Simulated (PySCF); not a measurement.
Potential energy curve for SMILES C#N (CHN). The C1–N3 bond (C1 also carries H; N3 carries nothing else) is stretched with both fragments frozen at the PBE0/def2-TZVP optimised geometry.

Methods: UKS-TPSSh = unrestricted TPSSh/cc-pVDZ in PySCF; RKS-TPSSh = restricted TPSSh/cc-pVDZ (PySCF); UKS-r2SCAN = unrestricted r2SCAN/cc-pVDZ (PySCF).

Magnitude of the dipole moment (D; its direction can reverse along the curve, and a method can change to another solution) and Mulliken charge of the fragment that holds C1:

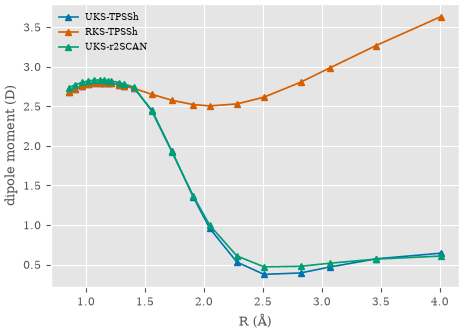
Figure: Dipole moment against bond length.

```json
[
 {"R / Å": "0.86", "μ UKS-TPSSh": "2.69", "q UKS-TPSSh": "-0.02", "μ RKS-TPSSh": "2.69", "q RKS-TPSSh": "-0.02", "μ UKS-r2SCAN": "2.74", "q UKS-r2SCAN": "-0.02"},
 {"R / Å": "0.91", "μ UKS-TPSSh": "2.72", "q UKS-TPSSh": "0.00", "μ RKS-TPSSh": "2.72", "q RKS-TPSSh": "0.00", "μ UKS-r2SCAN": "2.77", "q UKS-r2SCAN": "0.00"},
 {"R / Å": "0.97", "μ UKS-TPSSh": "2.76", "q UKS-TPSSh": "0.04", "μ RKS-TPSSh": "2.76", "q RKS-TPSSh": "0.04", "μ UKS-r2SCAN": "2.80", "q UKS-r2SCAN": "0.03"},
 {"R / Å": "1.02", "μ UKS-TPSSh": "2.78", "q UKS-TPSSh": "0.06", "μ RKS-TPSSh": "2.78", "q RKS-TPSSh": "0.06", "μ UKS-r2SCAN": "2.82", "q UKS-r2SCAN": "0.05"},
 {"R / Å": "1.07", "μ UKS-TPSSh": "2.79", "q UKS-TPSSh": "0.09", "μ RKS-TPSSh": "2.79", "q RKS-TPSSh": "0.09", "μ UKS-r2SCAN": "2.83", "q UKS-r2SCAN": "0.07"},
 {"R / Å": "1.12", "μ UKS-TPSSh": "2.80", "q UKS-TPSSh": "0.11", "μ RKS-TPSSh": "2.80", "q RKS-TPSSh": "0.11", "μ UKS-r2SCAN": "2.83", "q UKS-r2SCAN": "0.09"},
 {"R / Å": "1.15", "μ UKS-TPSSh": "2.80", "q UKS-TPSSh": "0.12", "μ RKS-TPSSh": "2.80", "q RKS-TPSSh": "0.12", "μ UKS-r2SCAN": "2.83", "q UKS-r2SCAN": "0.10"},
 {"R / Å": "1.19", "μ UKS-TPSSh": "2.79", "q UKS-TPSSh": "0.14", "μ RKS-TPSSh": "2.79", "q RKS-TPSSh": "0.14", "μ UKS-r2SCAN": "2.83", "q UKS-r2SCAN": "0.12"},
 {"R / Å": "1.21", "μ UKS-TPSSh": "2.79", "q UKS-TPSSh": "0.14", "μ RKS-TPSSh": "2.79", "q RKS-TPSSh": "0.14", "μ UKS-r2SCAN": "2.82", "q UKS-r2SCAN": "0.13"},
 {"R / Å": "1.28", "μ UKS-TPSSh": "2.78", "q UKS-TPSSh": "0.16", "μ RKS-TPSSh": "2.78", "q RKS-TPSSh": "0.16", "μ UKS-r2SCAN": "2.80", "q UKS-r2SCAN": "0.14"},
 {"R / Å": "1.32", "μ UKS-TPSSh": "2.76", "q UKS-TPSSh": "0.16", "μ RKS-TPSSh": "2.76", "q RKS-TPSSh": "0.16", "μ UKS-r2SCAN": "2.78", "q UKS-r2SCAN": "0.15"},
 {"R / Å": "1.41", "μ UKS-TPSSh": "2.73", "q UKS-TPSSh": "0.17", "μ RKS-TPSSh": "2.73", "q RKS-TPSSh": "0.17", "μ UKS-r2SCAN": "2.74", "q UKS-r2SCAN": "0.15"},
 {"R / Å": "1.56", "μ UKS-TPSSh": "2.45", "q UKS-TPSSh": "0.14", "μ RKS-TPSSh": "2.65", "q RKS-TPSSh": "0.15", "μ UKS-r2SCAN": "2.44", "q UKS-r2SCAN": "0.13"},
 {"R / Å": "1.73", "μ UKS-TPSSh": "1.93", "q UKS-TPSSh": "0.08", "μ RKS-TPSSh": "2.58", "q RKS-TPSSh": "0.12", "μ UKS-r2SCAN": "1.92", "q UKS-r2SCAN": "0.08"},
 {"R / Å": "1.91", "μ UKS-TPSSh": "1.36", "q UKS-TPSSh": "0.02", "μ RKS-TPSSh": "2.52", "q RKS-TPSSh": "0.09", "μ UKS-r2SCAN": "1.37", "q UKS-r2SCAN": "0.02"},
 {"R / Å": "2.05", "μ UKS-TPSSh": "0.96", "q UKS-TPSSh": "-0.01", "μ RKS-TPSSh": "2.51", "q RKS-TPSSh": "0.08", "μ UKS-r2SCAN": "1.00", "q UKS-r2SCAN": "-0.01"},
 {"R / Å": "2.28", "μ UKS-TPSSh": "0.53", "q UKS-TPSSh": "-0.04", "μ RKS-TPSSh": "2.53", "q RKS-TPSSh": "0.06", "μ UKS-r2SCAN": "0.61", "q UKS-r2SCAN": "-0.03"},
 {"R / Å": "2.51", "μ UKS-TPSSh": "0.38", "q UKS-TPSSh": "-0.04", "μ RKS-TPSSh": "2.62", "q RKS-TPSSh": "0.06", "μ UKS-r2SCAN": "0.47", "q UKS-r2SCAN": "-0.03"},
 {"R / Å": "2.82", "μ UKS-TPSSh": "0.39", "q UKS-TPSSh": "-0.03", "μ RKS-TPSSh": "2.80", "q RKS-TPSSh": "0.07", "μ UKS-r2SCAN": "0.48", "q UKS-r2SCAN": "-0.02"},
 {"R / Å": "3.07", "μ UKS-TPSSh": "0.47", "q UKS-TPSSh": "-0.02", "μ RKS-TPSSh": "2.99", "q RKS-TPSSh": "0.08", "μ UKS-r2SCAN": "0.52", "q UKS-r2SCAN": "-0.01"},
 {"R / Å": "3.46", "μ UKS-TPSSh": "0.57", "q UKS-TPSSh": "-0.01", "μ RKS-TPSSh": "3.27", "q RKS-TPSSh": "0.09", "μ UKS-r2SCAN": "0.57", "q UKS-r2SCAN": "-0.01"},
 {"R / Å": "4.01", "μ UKS-TPSSh": "0.64", "q UKS-TPSSh": "0.00", "μ RKS-TPSSh": "3.63", "q RKS-TPSSh": "0.10", "μ UKS-r2SCAN": "0.61", "q UKS-r2SCAN": "0.00"}
]
```

The unrestricted solution behind UKS-TPSSh, UKS-r2SCAN changes between 1.56 and 1.73 Å and between 1.73 and 1.91 Å and between 2.05 and 2.28 Å, which can leave a kink. The unrestricted determinant behind UKS-TPSSh, UKS-r2SCAN is spin-contaminated at 1.56 to 4.01 Å (<S²> up to 3.0, against 0.00 for a pure singlet). At the longest distance RKS-TPSSh leaves fractional charges on the fragments, a sign of delocalisation error or of the restricted form. The restricted form behind RKS-TPSSh keeps the bonding electrons paired and can't separate into open-shell fragments.
